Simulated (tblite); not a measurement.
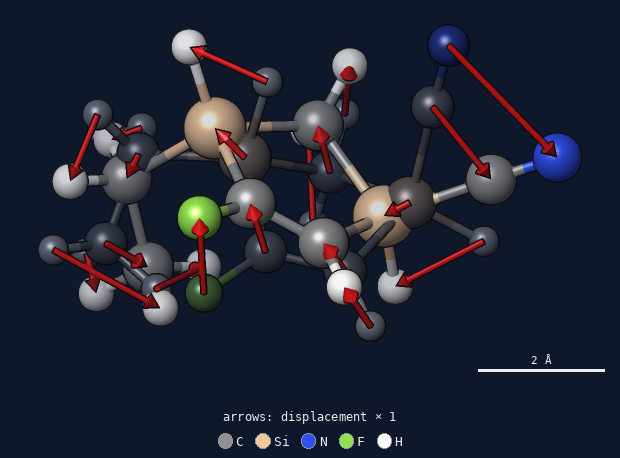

A relaxation of C$_{6}$H$_{10}$FNSi$_{2}$. The starting structure is drawn faded, the final one solid; red arrows show the displacements, at their true length. The two geometries are superimposed by the best rigid fit.

A ball-and-stick model, seen at a tilt.

Theory: GFN2-xTB geometry optimisation, gas phase (tblite). 

What did the optimiser do to the structure, and how much energy did it gain?

After 162 geometry steps the energy has fallen by 24.1 kcal/mol. The N atom moves most after the best rigid fit: 2.64 Å. By element the largest moves are N 2.64 Å, H 1.98 Å, C 1.59 Å, F 1.50 Å, Si 0.70 Å. Some distances before and after: Si–Si 2.726 → 3.054 Å, C–Si 1.842 → 1.903 Å, C–Si 1.820 → 1.876 Å, C–N 1.177 → 1.145 Å. Bond angles that change, for instance: Si–C–Si 92.6° → 106.2°, H–C–H 116.2° → 106.0°, C–Si–H 105.7° → 114.6°. Groups turn about C–Si by about 60°, C–Si by about 60°, C–C by about 50°.
